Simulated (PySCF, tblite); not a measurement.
**C2H12NSi3 radical, a small gas-phase stand-in for a defect centre (Si site with back bonds [SiH3], N[SiH3], C): EPR parameters**

What EPR parameters should one expect for `[CH2][Si](C)([SiH3])N[SiH3]`? It is drawn as: carbon radical.

Programs: tblite 0.8.0 and PySCF 2.14.0. All values are calculated, for the isolated system unless a continuum is named. Atoms count from 0, parts from 1.

## 1. Starting point

18 atoms, charge 0, multiplicity 2; geometry: distance geometry start.

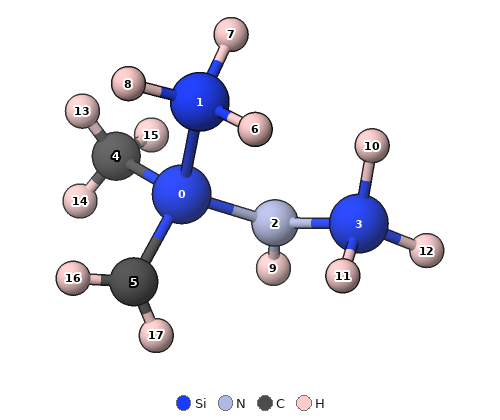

The starting geometry (silicon blue, nitrogen light blue, carbon dark grey, hydrogen pink), atoms numbered.

## 2. Geometry optimisation with GFN2-xTB

The job: settings as JSON, then the geometry in Å.

```
{"job": {"kind": "relax", "xc": "GFN2-xTB", "basis": "xTB"}, "charge": 0, "multiplicity": 2}
Si    -0.375275    -0.820850     0.748024
Si    -1.176064    -0.292904    -1.246105
N      0.693110    -2.280397     0.633252
Si     1.691612    -2.413865    -0.876074
C     -1.780185    -1.186572     1.895736
C      0.592279     0.608042     1.442847
H     -0.089131    -0.123868    -2.145595
H     -1.974032    -1.345570    -1.716289
H     -1.927923     0.879254    -1.166337
H      1.164136    -2.580023     1.505918
H      0.832301    -2.500884    -2.022957
H      2.520335    -1.248031    -0.998377
H      2.523945    -3.558058    -0.808833
H     -2.629391    -0.715488     1.559203
H     -1.545986    -0.838895     2.837746
H     -1.937746    -2.229375     1.912037
H      0.036409     1.379282     1.868617
H      1.476575     0.349266     1.910672
```

Method: GFN2-xTB geometry optimisation, gas phase.

Launch:

```console
$ OMP_NUM_THREADS=1 python cluster_run.py task.json out
```

One launch serves the whole session: the jobs run in the order shown.

The program printed:

```text
step      E/eV     max force
  0    -501.06315    2.869
  1    -501.49311    1.430
  2    -501.64076    0.897
  3    -501.68899    0.683
  4    -501.77129    0.799
  5    -501.84079    0.641
  6    -501.88385    0.558
  7    -501.91405    0.437
  8    -501.93784    0.345
  9    -501.95122    0.370
 10    -501.96215    0.268
 11    -501.97138    0.259
 12    -501.98077    0.317
 13    -501.98963    0.334
 14    -501.99664    0.318
 15    -502.00255    0.193
 16    -502.00887    0.312
 17    -502.01601    0.346
 18    -502.02357    0.270
 19    -502.03079    0.216
 20    -502.03704    0.215
 21    -502.04242    0.202
 22    -502.04774    0.215
 23    -502.05296    0.150
 24    -502.05772    0.190
 25    -502.06212    0.187
 26    -502.06619    0.183
 27    -502.06997    0.161
 28    -502.07292    0.108
 29    -502.07482    0.138
 30    -502.07642    0.135
 31    -502.07829    0.143
 32    -502.08161    0.134
 33    -502.08301    0.102
 34    -502.08488    0.081
 35    -502.08624    0.102
 36    -502.08770    0.094
 37    -502.08862    0.063
 38    -502.08934    0.071
 39    -502.09018    0.099
 40    -502.09127    0.147
 41    -502.09228    0.124
 42    -502.09288    0.062
 43    -502.09320    0.061
 44    -502.09352    0.056
 45    -502.09396    0.093
 46    -502.09450    0.097
 47    -502.09507    0.069
 48    -502.09568    0.069
 49    -502.09642    0.069
 50    -502.09730    0.079
 51    -502.09815    0.073
 52    -502.09876    0.053
 53    -502.09918    0.044
 54    -502.09953    0.047
 55    -502.09987    0.046
 56    -502.10025    0.043
 57    -502.10068    0.061
 58    -502.10113    0.054
 59    -502.10154    0.052
 60    -502.10192    0.059
 61    -502.10233    0.058
 62    -502.10276    0.053
 63    -502.10317    0.046
 64    -502.10350    0.044
 65    -502.10386    0.052
 66    -502.10439    0.066
 67    -502.10511    0.076
 68    -502.10573    0.051
 69    -502.10604    0.027
 70    -502.10616    0.031
 71    -502.10629    0.034
 72    -502.10662    0.044
 73    -502.10742    0.060
 74    -502.10825    0.054
 75    -502.10874    0.066
 76    -502.10903    0.044
 77    -502.10946    0.046
 78    -502.11001    0.052
 79    -502.11069    0.059
 80    -502.11139    0.063
 81    -502.11205    0.073
 82    -502.11271    0.080
 83    -502.11374    0.081
 84    -502.11500    0.117
 85    -502.11609    0.117
 86    -502.11569    0.217
 87    -502.11770    0.097
 88    -502.11833    0.055
 89    -502.11913    0.066
 90    -502.11947    0.045
 91    -502.11978    0.051
 92    -502.12007    0.036
 93    -502.12027    0.038
 94    -502.12045    0.034
 95    -502.12056    0.028
 96    -502.12070    0.024
 97    -502.12078    0.024
 98    -502.12090    0.025
 99    -502.12099    0.026
100    -502.12110    0.024
101    -502.12125    0.025
102    -502.12148    0.037
103    -502.12176    0.037
104    -502.12203    0.043
105    -502.12224    0.041
106    -502.12237    0.065
107    -502.12261    0.028
108    -502.12278    0.024
109    -502.12293    0.028
110    -502.12312    0.036
111    -502.12334    0.040
112    -502.12357    0.040
113    -502.12375    0.030
114    -502.12386    0.021
115    -502.12395    0.022
116    -502.12403    0.021
117    -502.12413    0.023
118    -502.12423    0.020
119    -502.12430    0.017
120    -502.12434    0.017
121    -502.12437    0.016
122    -502.12441    0.015
123    -502.12446    0.018
124    -502.12452    0.020
125    -502.12457    0.015
126    -502.12460    0.013
127    -502.12463    0.012
128    -502.12467    0.016
129    -502.12473    0.019
130    -502.12480    0.018
131    -502.12487    0.020
132    -502.12493    0.021
133    -502.12500    0.023
134    -502.12508    0.020
135    -502.12516    0.021
136    -502.12524    0.022
137    -502.12533    0.028
138    -502.12545    0.030
139    -502.12560    0.024
140    -502.12578    0.034
141    -502.12594    0.037
142    -502.12611    0.030
143    -502.12630    0.029
144    -502.12654    0.038
145    -502.12680    0.044
146    -502.12707    0.047
147    -502.12737    0.052
148    -502.12769    0.040
149    -502.12802    0.036
150    -502.12835    0.057
151    -502.12855    0.077
152    -502.12898    0.065
153    -502.12932    0.045
154    -502.12999    0.066
155    -502.13046    0.083
156    -502.13130    0.091
157    -502.13105    0.140
158    -502.13224    0.058
159    -502.13261    0.045
160    -502.13338    0.061
161    -502.13369    0.043
162    -502.13412    0.039
163    -502.13447    0.033
164    -502.13486    0.033
165    -502.13511    0.039
166    -502.13522    0.050
167    -502.13562    0.052
168    -502.13599    0.044
169    -502.13644    0.046
170    -502.13673    0.042
171    -502.13704    0.045
172    -502.13733    0.042
173    -502.13774    0.044
174    -502.13799    0.037
175    -502.13819    0.036
176    -502.13834    0.033
177    -502.13850    0.035
178    -502.13866    0.027
179    -502.13882    0.024
180    -502.13893    0.030
181    -502.13908    0.032
182    -502.13916    0.022
183    -502.13923    0.020
184    -502.13928    0.021
185    -502.13934    0.019
186    -502.13940    0.015
187    -502.13945    0.018
188    -502.13949    0.016
189    -502.13953    0.017
190    -502.13961    0.022
191    -502.13965    0.019
192    -502.13968    0.014
193    -502.13971    0.014
194    -502.13974    0.020
195    -502.13978    0.020
196    -502.13981    0.013
197    -502.13985    0.011
198    -502.13987    0.010
199    -502.13990    0.014
200    -502.13993    0.013
201    -502.13993    0.013
202    -502.14036    0.018
203    -502.14038    0.002
```

Run time: 11 s. Hardware: 1 thread of Arm Neoverse V1, shared host.

Relaxation path:

| step | energy from step 0 (eV) | largest force (eV/Å) |
| --- | --- | --- |
| 0 | 0.0000 | 2.8689 |
| 8 | -0.8747 | 0.3451 |
| 16 | -0.9457 | 0.3124 |
| 24 | -0.9946 | 0.1896 |
| 32 | -1.0185 | 0.1336 |
| 40 | -1.0281 | 0.1470 |
| 48 | -1.0325 | 0.0684 |
| 56 | -1.0371 | 0.0424 |
| 64 | -1.0403 | 0.0441 |
| 72 | -1.0435 | 0.0442 |
| 80 | -1.0482 | 0.0636 |
| 88 | -1.0552 | 0.0547 |
| 96 | -1.0575 | 0.0241 |
| 104 | -1.0589 | 0.0432 |
| 112 | -1.0604 | 0.0407 |
| 120 | -1.0612 | 0.0171 |
| 128 | -1.0615 | 0.0163 |
| 136 | -1.0621 | 0.0220 |
| 144 | -1.0634 | 0.0373 |
| 152 | -1.0658 | 0.0648 |
| 160 | -1.0702 | 0.0608 |
| 168 | -1.0728 | 0.0444 |
| 176 | -1.0752 | 0.0322 |
| 184 | -1.0761 | 0.0204 |
| 192 | -1.0765 | 0.0141 |
| 200 | -1.0768 | 0.0132 |
| 203 | -1.0772 | 0.0022 |

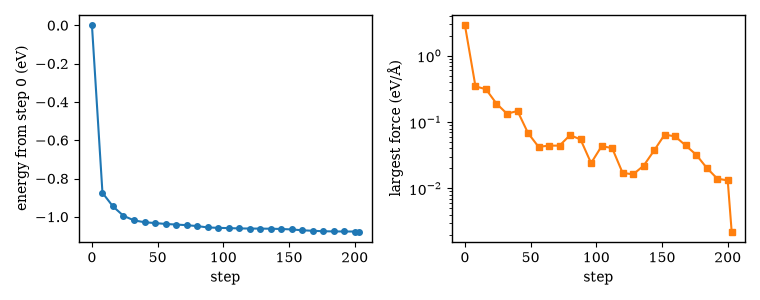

Energy and largest force along the relaxation.

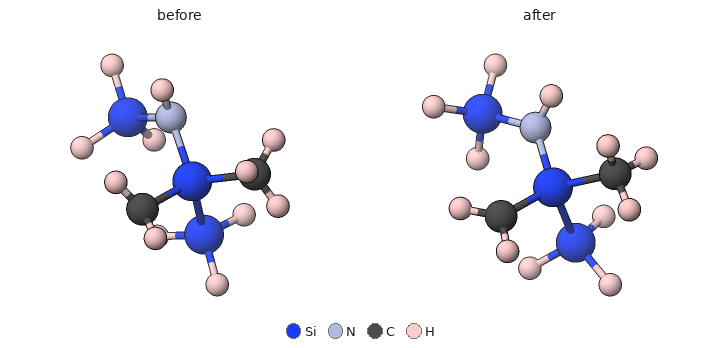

The geometry before (left) and after (right).

Distances of close pairs at the start and the end, largest changes first:

| bond | before (Å) | after (Å) | change (Å) |
| --- | --- | --- | --- |
| Si0–Si1 | 2.213 | 2.351 | +0.138 |
| N2–Si3 | 1.815 | 1.725 | -0.089 |
| Si1–H8 | 1.395 | 1.468 | +0.073 |
| Si1–H7 | 1.402 | 1.467 | +0.065 |
| Si0–N2 | 1.812 | 1.748 | -0.064 |
| Si0–C4 | 1.851 | 1.909 | +0.059 |
| C4–H13 | 1.028 | 1.085 | +0.057 |
| C4–H14 | 1.031 | 1.085 | +0.054 |

## 3. Relaxing the molecule at PBE0-D3(BJ)/def2-SVP

The job: settings as JSON, then the geometry in Å.

```
{"job": {"xc": "PBE0", "basis": "def2-SVP", "d3": "d3bj", "grid": 2, "kind": "geom", "shake": 0.01}, "charge": 0, "multiplicity": 2}
Si    -0.220121     0.258194     0.445838
Si    -1.328072     0.741450    -1.595870
N      0.676643    -1.168048     0.157400
Si     2.093332    -1.380042    -0.872226
C     -1.584184    -0.203601     1.702704
C      0.759243     1.715511     0.983480
H     -0.460467     1.497285    -2.516595
H     -1.766217    -0.440581    -2.319407
H     -2.513764     1.576852    -1.330240
H      0.609839    -1.862790     0.901176
H      1.746391    -0.634874    -2.077909
H      3.316222    -0.884946    -0.272981
H      2.142270    -2.812119    -1.120411
H     -2.248076     0.652286     1.913515
H     -1.146977    -0.507229     2.660088
H     -2.200371    -1.001491     1.364707
H      0.312138     2.653648     1.280759
H      1.793399     1.806136     0.721884
```

The program printed:

```text
step   0  E = -1005.75246293  max force = 0.033636
step   1  E = -1005.76135010  max force = 0.007158
step   2  E = -1005.76234486  max force = 0.004400
step   3  E = -1005.76263025  max force = 0.001232
step   4  E = -1005.76271786  max force = 0.001099
step   5  E = -1005.76293113  max force = 0.003441
step   6  E = -1005.76312120  max force = 0.004487
step   7  E = -1005.76332154  max force = 0.003638
step   8  E = -1005.76350387  max force = 0.001023
step   9  E = -1005.76360587  max force = 0.000873
step  10  E = -1005.76366756  max force = 0.000934
step  11  E = -1005.76372984  max force = 0.000494
step  12  E = -1005.76376503  max force = 0.000487
step  13  E = -1005.76378998  max force = 0.000566
step  14  E = -1005.76380857  max force = 0.000537
step  15  E = -1005.76382018  max force = 0.000329
optimisation converged
```

Run time: 8.1 min. Hardware: 1 thread of Arm Neoverse V1, shared host; peak memory 0.89 GiB.

The steps of the relaxation:

| step | energy from step 0 (eV) | largest force component (eV/Å) |
| --- | --- | --- |
| 0 | 0.0000 | 1.7296 |
| 1 | -0.2418 | 0.3681 |
| 2 | -0.2689 | 0.2263 |
| 3 | -0.2767 | 0.0634 |
| 4 | -0.2791 | 0.0565 |
| 5 | -0.2849 | 0.1769 |
| 6 | -0.2900 | 0.2307 |
| 7 | -0.2955 | 0.1871 |
| 8 | -0.3004 | 0.0526 |
| 9 | -0.3032 | 0.0449 |
| 10 | -0.3049 | 0.0480 |
| 11 | -0.3066 | 0.0254 |
| 12 | -0.3075 | 0.0250 |
| 13 | -0.3082 | 0.0291 |
| 14 | -0.3087 | 0.0276 |
| 15 | -0.3090 | 0.0169 |

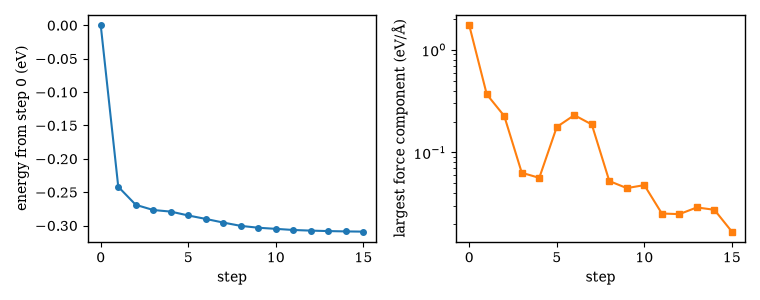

Energy and force, step by step.

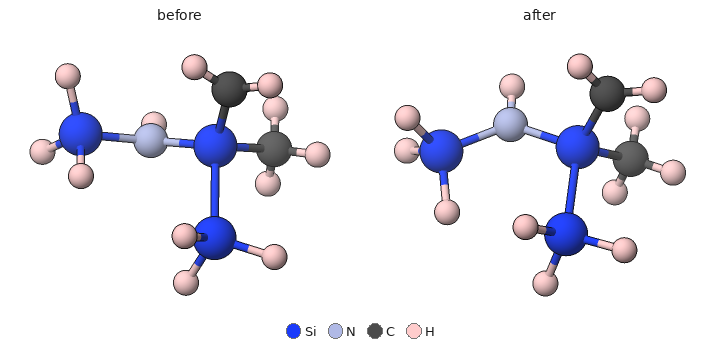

Before and after, at one scale.

Close pairs (by a distance rule), those that changed most:

| bond | before (Å) | after (Å) | change (Å) |
| --- | --- | --- | --- |
| Si3–H11 | 1.449 | 1.499 | +0.050 |
| Si1–H7 | 1.454 | 1.498 | +0.044 |
| Si3–H12 | 1.454 | 1.496 | +0.042 |
| Si0–N2 | 1.709 | 1.751 | +0.042 |
| C4–H15 | 1.063 | 1.101 | +0.037 |
| Si3–H10 | 1.459 | 1.493 | +0.034 |
| Si0–C4 | 1.911 | 1.881 | -0.031 |
| N2–Si3 | 1.764 | 1.737 | -0.027 |

The final coordinates are the input of the step that follows.

| at the end point | value |
| --- | --- |
| point group (found at 0.08 Å tolerance) | C1 |
| rotational constants (GHz, main isotopes) | 1.938, 1.247, 1.001 |
| dipole moment (D) | 1.78 |
| ⟨S²⟩ | 0.755 |

## 4. g tensor and hyperfine couplings: B3LYP/IGLO-III+pcH-1

The job: settings as JSON, then the geometry in Å.

```
{"job": {"kind": "epr"}, "charge": 0, "multiplicity": 2}
Si    -0.123565     0.358590     0.584442
Si    -0.939053     0.869157    -1.568816
N      1.132866    -0.854745     0.463920
Si     1.913882    -1.541144    -0.927070
C     -1.541224    -0.254722     1.657595
C      0.536934     1.940745     1.279538
H      0.140452     1.400288    -2.458931
H     -1.590358    -0.296675    -2.246923
H     -1.971742     1.943552    -1.407948
H      1.547020    -1.109368     1.359052
H      1.024545    -1.320978    -2.105879
H      3.250745    -0.935568    -1.232449
H      2.131305    -3.009019    -0.733661
H     -2.328461     0.511119     1.742175
H     -1.188797    -0.490022     2.674857
H     -1.987319    -1.164699     1.228384
H     -0.097163     2.679014     1.784839
H      1.573463     2.260949     1.122455
```

Level: UKS B3LYP, IGLO-III on C N Si, pcH-1 on H, non-relativistic, mean-field spin-orbit, GIAO.

The program printed:

```text
UKS, coarse grid
  cycle   1  E = -1006.72303221  |g| = 4.65e-01
  cycle   2  E = -1006.62704852  |g| = 6.43e-01
  cycle   3  E = -1006.81184876  |g| = 9.45e-02
  cycle   4  E = -1006.81531170  |g| = 4.03e-02
  cycle   5  E = -1006.81609657  |g| = 8.39e-03
  cycle   6  E = -1006.81613916  |g| = 2.60e-03
  cycle   7  E = -1006.81614583  |g| = 9.75e-04
UKS, final grid
  cycle   1  E = -1006.81612512  |g| = 8.05e-04
  cycle   2  E = -1006.81612515  |g| = 8.30e-04
  cycle   3  E = -1006.81612548  |g| = 1.08e-04
  cycle   4  E = -1006.81612549  |g| = 8.13e-05
  cycle   5  E = -1006.81612549  |g| = 3.05e-05
  cycle   6  E = -1006.81612549  |g| = 6.02e-06
E = -1006.81612549 Eh   <S^2> = 0.7542 (exact 0.7500)
g shifts (ppm)      1          2          3
  rmc          -126       -126       -126
  gc              2         33         12
  oz_so        -111        476        746
  total        -235        383        632
hyperfine (MHz)  atom isotope    a_iso     a_fc   dipolar eigenvalues
    0  29Si      44.98      45.07     -2.77      0.64      2.13
    1  29Si     -67.17     -67.25    -11.46      5.09      6.37
    2   14N       4.57       4.57     -0.49     -0.33      0.82
    3  29Si       0.69       0.69     -0.53      0.16      0.37
    4   13C      18.87      18.87     -1.89     -1.60      3.48
    5   13C      72.72      72.86    -71.61    -71.58    143.19
    6    1H      -2.67      -2.67     -1.95     -0.89      2.84
    7    1H      31.34      31.33     -1.34     -0.43      1.77
    8    1H      -3.37      -3.37     -2.10     -0.95      3.05
    9    1H      -0.58      -0.58     -2.59     -1.81      4.40
   10    1H       0.96       0.96     -0.96     -0.63      1.59
   11    1H      -0.02      -0.02     -0.71     -0.65      1.36
   12    1H       0.01       0.01     -0.50     -0.39      0.89
   13    1H      -0.71      -0.71     -2.16     -1.56      3.72
   14    1H      -1.68      -1.68     -2.72     -1.38      4.10
   15    1H       0.42       0.42     -1.63     -1.17      2.79
   16    1H     -55.25     -55.26    -34.81     -0.66     35.47
   17    1H     -55.16     -55.18    -34.84     -0.62     35.47
```

Wall time 2.9 min (1 thread of Arm Neoverse V1, shared host); peak memory 1.6 GiB.

Principal g values 2.00208, 2.00270, 2.00295; g(iso) = 2.00258, against 2.00232 for a free electron.

Hyperfine couplings, nucleus by nucleus at this fixed geometry (no averaging over rotations):

| nuclei | isotope | a(iso) (MHz) | a(iso) (G, at g = 2.0023) | largest dipolar term (MHz) |
| --- | --- | --- | --- | --- |
| C5 | 13C | 72.7 | 25.9 | 143.2 |
| Si1 | 29Si | -67.2 | -24.0 | -11.5 |
| H16 | 1H | -55.3 | -19.7 | 35.5 |
| H17 | 1H | -55.2 | -19.7 | 35.5 |
| Si0 | 29Si | 45.0 | 16.0 | -2.8 |
| H7 | 1H | 31.3 | 11.2 | 1.8 |
| C4 | 13C | 18.9 | 6.7 | 3.5 |
| N2 | 14N | 4.6 | 1.6 | 0.8 |
| H8 | 1H | -3.4 | -1.2 | 3.0 |
| H6 | 1H | -2.7 | -1.0 | 2.8 |
| H14 | 1H | -1.7 | -0.6 | 4.1 |
| H10 | 1H | 1.0 | 0.3 | 1.6 |
| H13 | 1H | -0.7 | -0.3 | 3.7 |
| Si3 | 29Si | 0.7 | 0.2 | -0.5 |

Mulliken spin populations:

Si0 0.00; Si1 0.04; N2 0.00; Si3 0.00; C4 0.01; C5 1.02; H6 0.00; H7 0.02; H8 0.00; H9 0.00; H10 0.00; H11 0.00; H12 0.00; H13 0.00; H14 0.00; H15 0.00; H16 -0.05; H17 -0.05

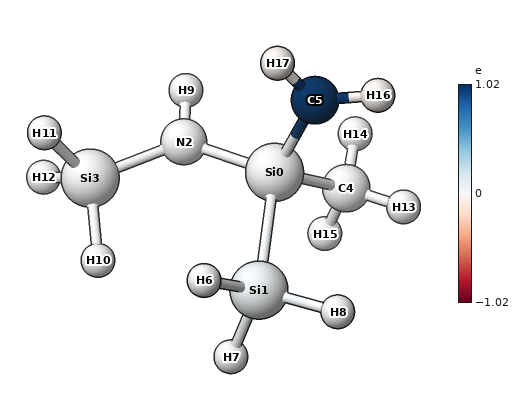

Mulliken spin populations, as colours on the atoms.

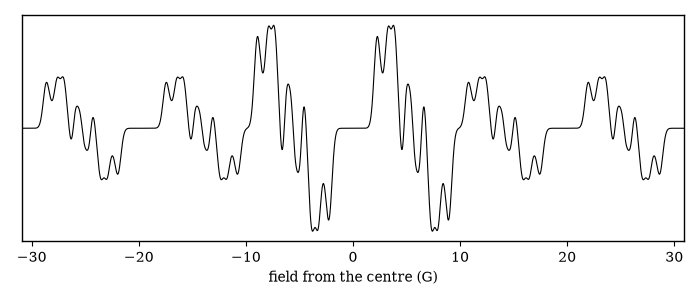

First-order isotropic spectrum (first derivative, main isotopes with spin only, couplings over 0.8 MHz, Gaussian width 0.3 G; couplings of the frozen geometry, rotation of groups not averaged beyond the rows shown).

## 5. g tensor and hyperfine couplings: BHandHLYP/IGLO-III+pcH-1

The job, as its differences from that of step 4:

```diff
@@ -1,2 +1,2 @@
-{"job": {"kind": "epr"}, "charge": 0, "multiplicity": 2}
+{"job": {"kind": "epr", "xc": "BHandHLYP"}, "charge": 0, "multiplicity": 2}
 Si    -0.123565     0.358590     0.584442
```

Method: UKS BHandHLYP, IGLO-III on C N Si, pcH-1 on H, non-relativistic, mean-field spin-orbit, GIAO.

The program printed:

```text
UKS, coarse grid
  cycle   1  E = -1006.59189463  |g| = 3.44e-01
  cycle   2  E = -1006.61210768  |g| = 3.10e-01
  cycle   3  E = -1006.65205364  |g| = 5.59e-02
  cycle   4  E = -1006.65369151  |g| = 2.33e-02
  cycle   5  E = -1006.65402968  |g| = 5.52e-03
  cycle   6  E = -1006.65407202  |g| = 2.28e-03
  cycle   7  E = -1006.65408232  |g| = 8.23e-04
  cycle   8  E = -1006.65408318  |g| = 3.66e-04
UKS, final grid
  cycle   1  E = -1006.65407221  |g| = 2.68e-04
  cycle   2  E = -1006.65407225  |g| = 2.21e-04
  cycle   3  E = -1006.65407228  |g| = 5.37e-05
  cycle   4  E = -1006.65407229  |g| = 2.83e-05
E = -1006.65407229 Eh   <S^2> = 0.7558 (exact 0.7500)
g shifts (ppm)      1          2          3
  rmc          -125       -125       -125
  gc              1         33         13
  oz_so         -93        452        664
  total        -217        360        552
hyperfine (MHz)  atom isotope    a_iso     a_fc   dipolar eigenvalues
    0  29Si      55.15      55.26     -3.35      1.14      2.21
    1  29Si     -62.52     -62.60     -9.91      4.13      5.78
    2   14N       3.90       3.90     -0.46     -0.27      0.73
    3  29Si       0.64       0.63     -0.49      0.15      0.33
    4   13C      16.63      16.64     -1.63     -1.35      2.98
    5   13C      93.33      93.48    -71.91    -71.53    143.44
    6    1H      -2.85      -2.85     -1.90     -0.97      2.87
    7    1H      27.67      27.67     -1.21     -0.44      1.65
    8    1H      -3.40      -3.40     -2.05     -1.03      3.08
    9    1H      -0.58      -0.58     -2.55     -1.92      4.48
   10    1H       0.84       0.84     -0.92     -0.63      1.55
   11    1H      -0.07      -0.07     -0.72     -0.66      1.37
   12    1H      -0.07      -0.07     -0.49     -0.40      0.89
   13    1H      -0.90      -0.90     -2.13     -1.65      3.78
   14    1H      -1.42      -1.43     -2.66     -1.49      4.16
   15    1H       0.26       0.26     -1.52     -1.19      2.71
   16    1H     -64.65     -64.66    -36.08     -0.66     36.74
   17    1H     -64.67     -64.68    -36.10     -0.63     36.73
```

Wall time 3 min (1 thread of Arm Neoverse V1, shared host); peak memory 1.5 GiB.

In short: g(iso) 2.00255.

## 6. Side by side: EPR parameters

g, ⟨S²⟩ and isotropic hyperfine couplings (MHz), with basis size and wall time:

| run | g(iso) | ⟨S²⟩ | 13C C5 | 29Si Si1 | 1H H16 | 1H H17 | 29Si Si0 | functions | time |
| --- | --- | --- | --- | --- | --- | --- | --- | --- | --- |
| B3LYP/IGLO-III+pcH-1 | 2.00258 | 0.754 | 72.7 | -67.2 | -55.3 | -55.2 | 45.0 | 357 | 2.9 min |
| BHandHLYP/IGLO-III+pcH-1 | 2.00255 | 0.756 | 93.3 | -62.5 | -64.6 | -64.7 | 55.1 | 357 | 3 min |

## 7. Outcome

```
                            quantity                 value
                         point group                    C1
rotational constants (main isotopes)  1.94, 1.25, 1.00 GHz
                      g(iso) (B3LYP)               2.00258
                                ⟨S²⟩    0.754 (exact 0.75)
                      largest a(iso)   13C on C5, 72.7 MHz
```

The start of the PBE0/def2-SVP relaxation was shaken at random by about 0.01 Å, so part of the energy gained, and of the first lengths quoted, undoes that. Relaxing lowered the energy by 0.309 eV in 15 steps; the close pair that moved most is Si3–H11, from 1.449 to 1.499 Å (PBE0/def2-SVP). No frequency check was run at this level, so the end point may be a saddle. C5 carries the largest spin population, 1.02 e. The isotropic g lies 0.3 ppt above the free-electron value. The coupling of 13C on C5 runs from 72.7 (B3LYP/IGLO-III+pcH-1) to 93.3 MHz (BHandHLYP/IGLO-III+pcH-1). A capped cluster stands for the solid here, so long-range fields and strain are missing, and bands or shifts of the capping hydrogens have no counterpart in it.
